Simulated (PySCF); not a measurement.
# What a change does: excited-state calculation on C$_{4}$H$_{8}$

System: C$_{4}$H$_{8}$, SMILES C=C(C)C.
Method of the first run: TDDFT HF/def2-SVPD, vertical, gas phase, core orbitals frozen in the response (PySCF 2.14.0).

The geometry comes from this level: PBE0-D3(BJ)/def2-SVP. Text and figures count atoms from 1; the logs count them from 0 in places.

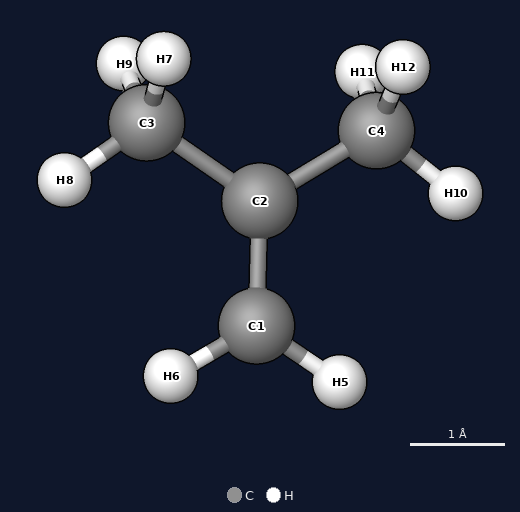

Fig. 1: The structure (ball-and-stick view, seen at a tilt; atoms are numbered from 1 in the order of the input).

## The input, the first run
```
{"job": {"kind": "uv", "xc": "HF", "basis": "def2-SVPD", "ip": true}, "charge": 0, "multiplicity": 1}
C      1.363741    -0.598211     0.439994
C      0.189270    -0.082379     0.060051
C     -1.117188    -0.712066     0.442926
C      0.093874     1.161054    -0.773388
H      2.310520    -0.130600     0.155189
H      1.418042    -1.505573     1.048171
H     -1.740054    -0.005466     1.017658
H     -0.976757    -1.618297     1.048457
H     -1.700454    -0.982608    -0.453805
H      1.083839     1.568665    -1.021150
H     -0.443617     0.961630    -1.716198
H     -0.480231     1.942992    -0.247534
```

The first line tells a small driver script what to run in PySCF; the rest is the geometry in Å.

Hardware: 1 CPU thread, shared host.

## Output (the first run)
```
final grid: 87808 points
cycle   1  E = -155.9597180750  dE =  5.167e-01  |g| = 3.410e-01  |ddm| = 4.064e+00
cycle   2  E = -156.0012812325  dE = -4.156e-02  |g| = 1.082e-01  |ddm| = 7.121e-01
cycle   3  E = -156.0047565157  dE = -3.475e-03  |g| = 5.493e-02  |ddm| = 3.247e-01
cycle   4  E = -156.0056220779  dE = -8.656e-04  |g| = 6.150e-03  |ddm| = 1.121e-01
cycle   5  E = -156.0056367440  dE = -1.467e-05  |g| = 1.644e-03  |ddm| = 2.148e-02
cycle   6  E = -156.0056382815  dE = -1.538e-06  |g| = 4.267e-04  |ddm| = 6.603e-03
cycle   7  E = -156.0056383998  dE = -1.183e-07  |g| = 9.516e-05  |ddm| = 1.986e-03
cycle   8  E = -156.0056384069  dE = -7.074e-09  |g| = 2.859e-05  |ddm| = 4.200e-04
cycle   9  E = -156.0056384075  dE = -5.516e-10  |g| = 1.117e-05  |ddm| = 1.276e-04
converged SCF energy = -156.0056384075

Static polarisability (au): isotropic 50.249, principal 39.595 48.862 62.289

Singlet excitations
state   eV       nm        f      main configurations
  1   7.3441    168.8   0.01729   H->L 0.82, H->L+2 0.08
  2   7.3787    168.0   0.51699   H->L+3 0.88
  3   8.5040    145.8   0.02322   H->L+2 0.80, H->L+4 0.12
  4   8.6865    142.7   0.00000   H->L+1 0.68, H->L+5 0.26
  5   9.2600    133.9   0.00000   H->L+5 0.48, H->L+1 0.24, H-1->L+3 0.13
  6   9.3514    132.6   0.07562   H->L+4 0.70, H->L+2 0.08
  7   9.5848    129.4   0.00000   H-1->L+3 0.67, H->L+5 0.12
  8   9.9117    125.1   0.01267   H->L+6 0.51, H->L+8 0.19, H-2->L+3 0.12
  9  10.0353    123.5   0.00244   H-2->L+3 0.52, H->L+6 0.10, H-6->L+3 0.10
 10  10.5074    118.0   0.02502   H->L+7 0.86

Triplet excitations (Tamm-Dancoff, eV): 3.7144 7.0563 8.3062 8.5859
Vertical ionisation energy (delta-SCF) = 7.9611 eV
```

The input of the second run differs as follows (lines with − go, lines with + come):
```diff
-"xc": "HF"
+"xc": "B3LYP"
```

What does this change do to the results?

The total energies belong to different methods, so their difference says nothing on which is more stable or more accurate. The HOMO goes from −9.45 to −6.84 eV. The LUMO goes from 2.63 to 0.22 eV. The lowest excitation goes from 7.34 to 6.34 eV. The strongest computed line goes from 7.38 to 7.10 eV. The method changes from HF to B3LYP. The SCF takes 12 iterations against 9.

## Output (the second run)
```
coarse grid: 9304 points
cycle   1  E = -157.0469611349  dE =  1.260e-01  |g| = 3.916e-01  |ddm| = 5.710e+00
cycle   2  E = -157.0338510026  dE =  1.311e-02  |g| = 4.500e-01  |ddm| = 1.239e+00
cycle   3  E = -157.0914063666  dE = -5.756e-02  |g| = 1.709e-02  |ddm| = 6.374e-01
cycle   4  E = -157.0914367767  dE = -3.041e-05  |g| = 1.422e-02  |ddm| = 5.937e-02
cycle   5  E = -157.0914877092  dE = -5.093e-05  |g| = 4.245e-03  |ddm| = 2.530e-02
cycle   6  E = -157.0914917456  dE = -4.036e-06  |g| = 1.606e-03  |ddm| = 9.419e-03
final grid: 87808 points
cycle   7  E = -157.1240603268  dE = -2.486e-05  |g| = 5.902e-03  |ddm| = 1.260e-01
cycle   8  E = -157.1240484422  dE =  1.188e-05  |g| = 8.884e-03  |ddm| = 2.208e-02
cycle   9  E = -157.1240695327  dE = -2.109e-05  |g| = 1.436e-03  |ddm| = 1.326e-02
cycle  10  E = -157.1240700744  dE = -5.417e-07  |g| = 6.991e-05  |ddm| = 1.866e-03
cycle  11  E = -157.1240700756  dE = -1.216e-09  |g| = 3.472e-05  |ddm| = 3.070e-04
cycle  12  E = -157.1240700759  dE = -3.045e-10  |g| = 9.813e-06  |ddm| = 9.165e-05
converged SCF energy = -157.1240700759

Static polarisability (au): isotropic 52.607, principal 41.068 52.848 63.904

Singlet excitations
state   eV       nm        f      main configurations
  1   6.3406    195.5   0.00061   H->L+1 0.99
  2   7.0983    174.7   0.41696   H->L 0.95
  3   7.4098    167.3   0.03619   H->L+3 0.97
  4   7.4129    167.3   0.00078   H->L+2 0.96
  5   8.0913    153.2   0.00000   H->L+5 0.56, H-1->L 0.42
  6   8.1940    151.3   0.01886   H->L+4 0.98
  7   8.2197    150.8   0.00000   H-1->L 0.57, H->L+5 0.42
  8   8.7451    141.8   0.00893   H->L+7 0.85, H-2->L 0.12
  9   8.7621    141.5   0.00021   H->L+6 0.97
 10   8.8222    140.5   0.00000   H-2->L 0.85, H->L+7 0.12

Triplet excitations (Tamm-Dancoff, eV): 4.3499 6.2389 7.3144 7.3750
Vertical ionisation energy (delta-SCF) = 9.2659 eV
```

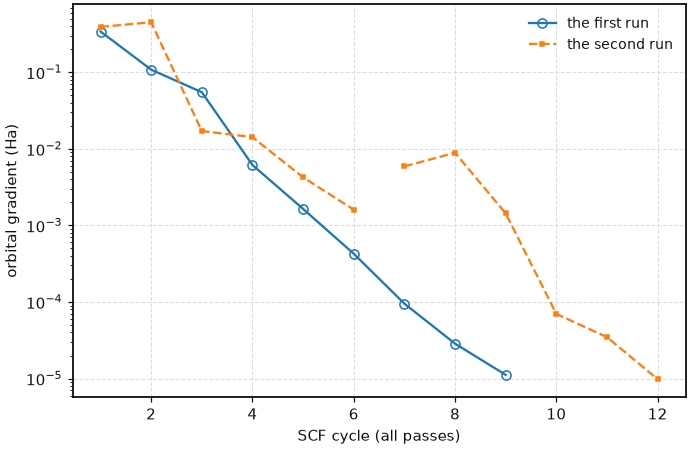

Fig. 2: Convergence of the two runs: orbital gradient against the SCF cycle. A break in a curve parts two SCF passes (coarse and final grid). The first run takes 9 cycles in all, and the second run takes 12.

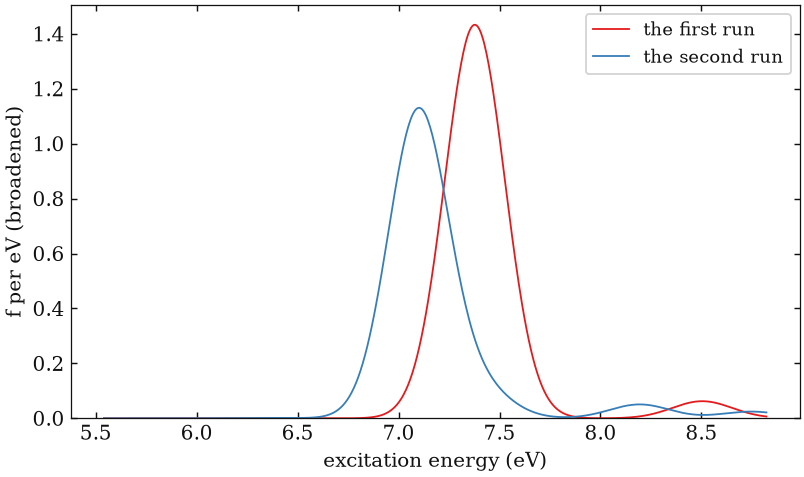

Fig. 3: Absorption of the two runs from their computed states, each broadened by a Gaussian of 0.35 eV full width; the range ends where the shorter list of states ends.

## The two runs side by side

| quantity | the first run | the second run |
| --- | --- | --- |
| outcome | converged | converged |
| total energy (hartree) | −156.005638 | −157.124070 |
| HOMO (eV) | −9.45 | −6.84 |
| LUMO (eV) | 2.63 | 0.22 |
| dipole moment (D) | 0.56 | 0.56 |
| lowest excitation (eV) | 7.34 | 6.34 |
| SCF iterations | 9 | 12 |
| strongest computed line (eV) | 7.38 | 7.10 |
| basis functions | 144 | 144 |
| wall time (shared host) | 3.1 s | 15 s |
